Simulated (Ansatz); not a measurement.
BSiH4OCl3: several calculations on one system

## 1. Relaxation

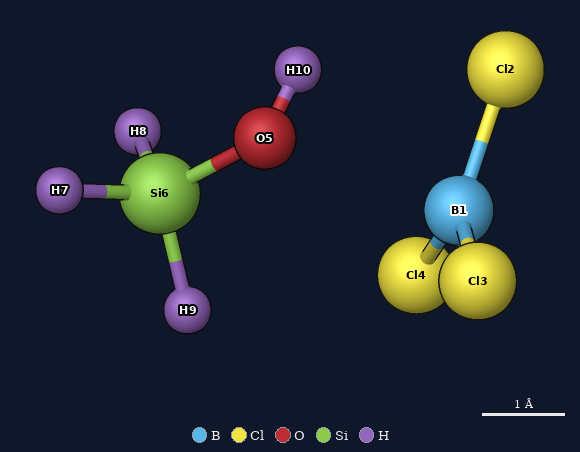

This is the input geometry for a relaxation of BSiH₄OCl₃. The picture is a ball-and-stick view, seen face on.

The run prepares an end point of a later path (reaction) calculation, from a guessed geometry.

Theory: RKS LDA/def2-SVP in Ansatz.

Input
```yaml
crystal:
  periodic: [false, false, false]
  atoms:
    - { symbol: B, position_ang: [0.034803, 0.414699, 0.070489] }
    - { symbol: Cl, position_ang: [-0.002373, 0.769831, 1.856009] }
    - { symbol: Cl, position_ang: [1.5251, 0.559549, -0.788743] }
    - { symbol: Cl, position_ang: [-1.480972, 0.195147, -0.75169] }
    - { symbol: O, position_ang: [0.290708, -2.109872, 0.635017] }
    - { symbol: Si, position_ang: [-0.708653, -3.178347, -0.185146] }
    - { symbol: H, position_ang: [-0.01536, -4.50453, -0.320895] }
    - { symbol: H, position_ang: [-2.003862, -3.37457, 0.561563] }
    - { symbol: H, position_ang: [-0.988137, -2.61904, -1.551639] }
    - { symbol: H, position_ang: [0.009146, -1.776367, 1.523435] }
basis:
  gaussian: { orbitals: def2-SVP }
hamiltonian:
  xc: lda
relax:
  f_tol: 0.03
  max_steps: 50
output:
  orbitals: {}
```

Run as
```bash
ansatz run input.yaml --threads 4 --pin off --max-ram 5120MiB --backend cpu --events-out ev --progress --plain --runs-dir out
```

### What does the optimiser find from here?

After 14 geometry steps the energy has fallen by 15.2 kcal/mol. Largest force component: 1.2 eV/Å at the start, 0.022 eV/Å at the end. The forces were under the threshold at step 12, but the run went on from there. The largest move after the best rigid fit is that of B1, 0.63 Å. By element the largest moves are B 0.63 Å, H 0.59 Å, Cl 0.50 Å, O 0.43 Å, Si 0.27 Å. Among the contacts that change: B1–O5 2.600 → 1.570 Å, B1–Si6 3.678 → 2.893 Å, Cl4–Si6 3.507 → 3.052 Å, B1–Cl4 1.738 → 1.828 Å. New bonds form, among them: B1–O5 (2.60 → 1.57 Å). Among the angles between lasting bonds that change: Cl3–B1–Cl4 121.9° → 113.2°, O5–Si6–H7 109.4° → 101.2°, H8–Si6–H9 109.8° → 115.8°. Groups turn about O5–Si6 by about 60°.

Final geometry:

```xyz
10

B    -0.0354   -0.1871    0.2330
Cl    0.1986    0.5872    1.8690
Cl    1.2183    0.2170   -0.9877
Cl   -1.7396   -0.0625   -0.4157
O     0.1345   -1.7081    0.5818
Si   -0.7368   -2.9427   -0.3032
H     0.0041   -4.1790    0.1169
H    -2.1650   -3.0061    0.1330
H    -0.5116   -2.5991   -1.7362
H     0.2934   -1.7430    1.5574
```

The end point in the same view:

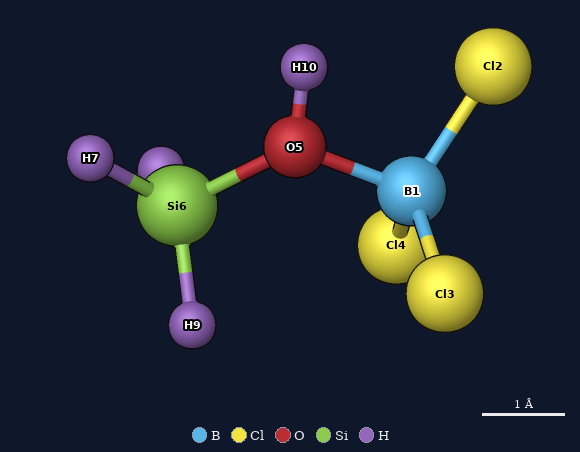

Limits of the set-up: the start holds two separate molecules, 2.6 Å apart at their closest, whose relative position is a soft coordinate and is computed without a dispersion correction.

## 2. Relaxation

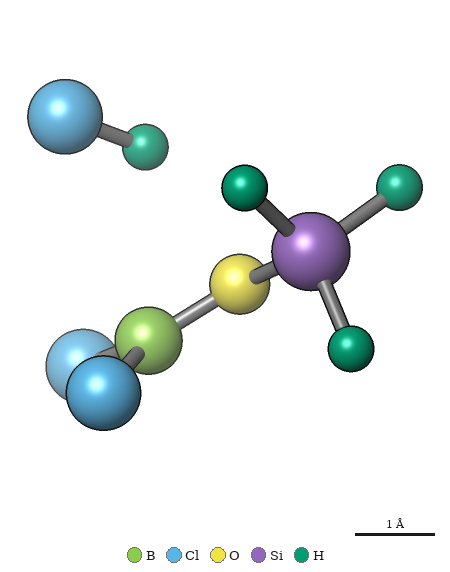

Starting structure of BSiH$_{4}$OCl$_{3}$. Style: ball-and-stick. Shown from a free direction.

The run prepares an end point of a later path (reaction) calculation, from a guessed geometry.

These are results of RKS LDA/def2-SVP in Ansatz 0.2.0, not measurements.

Input
```yaml
crystal:
  periodic: [false, false, false]
  atoms:
    - { symbol: B, position_ang: [0.103854, -0.381859, -0.508471] }
    - { symbol: Cl, position_ang: [-0.332829, -0.457468, 2.52169] }
    - { symbol: Cl, position_ang: [1.390588, 0.785208, -0.393726] }
    - { symbol: Cl, position_ang: [-1.48709, 0.09452, -1.074697] }
    - { symbol: O, position_ang: [0.366946, -1.700833, -0.233141] }
    - { symbol: Si, position_ang: [-0.788972, -2.945839, -0.281579] }
    - { symbol: H, position_ang: [-0.033803, -4.170046, 0.141454] }
    - { symbol: H, position_ang: [-1.895428, -2.638466, 0.684503] }
    - { symbol: H, position_ang: [-1.306101, -3.097713, -1.682544] }
    - { symbol: H, position_ang: [0.643236, -1.111004, 1.874911] }
basis:
  gaussian: { orbitals: def2-SVP }
hamiltonian:
  xc: lda
relax:
  f_tol: 0.03
  max_steps: 50
```

Run as
```bash
ansatz run input.yaml --threads 4 --pin off --max-ram 5120MiB --backend cpu --events-out ev --progress --plain --runs-dir out
```

Q: Predict the outcome.

A: The atom that moves furthest after the best rigid fit is Cl2 (1.14 Å). Largest moves by element: Cl 1.14 Å, H 0.64 Å, O 0.31 Å, B 0.23 Å, Si 0.23 Å. Some distances before and after: B1–O5 1.373 → 1.345 Å, Cl2–H10 1.341 → 1.322 Å, O5–Si6 1.700 → 1.718 Å, Si6–H7 1.499 → 1.495 Å. Among the angles between lasting bonds that change: O5–Si6–H9 109.6° → 107.2°. Over 11 accepted moves (12 points after the start) the energy falls by 11.3 kJ/mol. The largest force component goes from 1.1 to 0.02 eV/Å. The line search rejected the trial step at point 9 of the run.

The structure at the end:

```xyz
10

B     0.0283   -0.2494   -0.6861
Cl    0.1506   -1.4395    2.8509
Cl    1.1934    1.0235   -0.4662
Cl   -1.4275    0.0285   -1.6270
O     0.2377   -1.4490   -0.1146
Si   -0.8406   -2.7868   -0.1265
H    -0.1418   -3.8346    0.6792
H    -2.1481   -2.3774    0.4771
H    -1.0027   -3.2129   -1.5555
H     0.6110   -1.3257    1.6171
```

After the run, drawn alike:

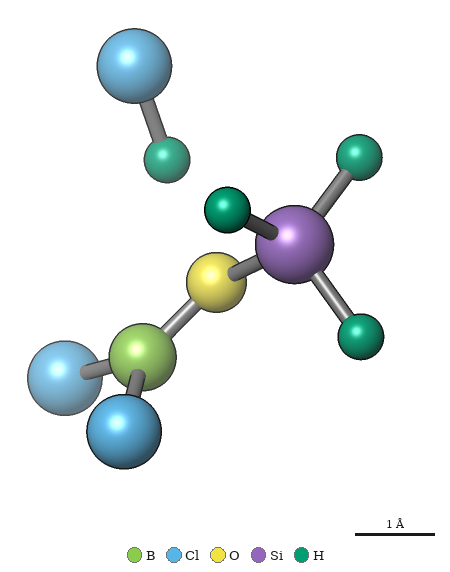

Limits of the set-up: the start holds two separate molecules, 2.2 Å apart at their closest, whose relative position is a soft coordinate and is computed without a dispersion correction.

## 3. Path

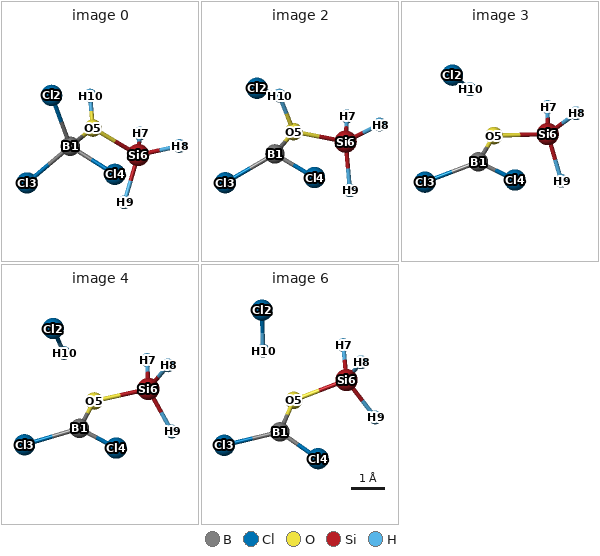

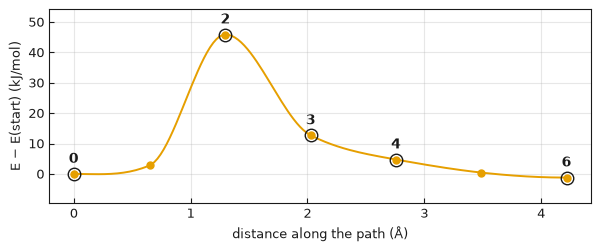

A search for the minimum-energy path of BSiH4OCl3 by the nudged elastic band. Images are numbered from 0 (start) to 6 (end). Style: ball-and-stick. Shown from a free direction.

The calculation used RKS LDA/def2-SVP in Ansatz. Settings: 5 movable images; climbing image; force threshold 0.05 eV/Å; iteration limit 60; starting path through a guess of the saddle point.

### What happens along the path, and what is the barrier?

The highest point, image 2, lies 45.9 kJ/mol above the start and 47.1 kJ/mol above the end; the end is at −1.2 kJ/mol relative to the start. Breaking: B1–Cl2 (1.83 → 2.20 at the top → 3.73 Å), O5–H10 (0.99 → 1.32 at the top → 1.78 Å). Forming: Cl2–H10 (2.35 → 1.48 at the top → 1.32 Å). The band converged in 20 iterations. The largest component of the band force went from 9.7 to 0.042 eV/Å. The climbing image converged on the top of the path. Its vibrational analysis gives one imaginary mode (620i cm⁻¹), as a transition state must have.

The run took 74 s on 4 threads of Arm Neoverse V2 (shared host), peak memory 0.18 GiB.
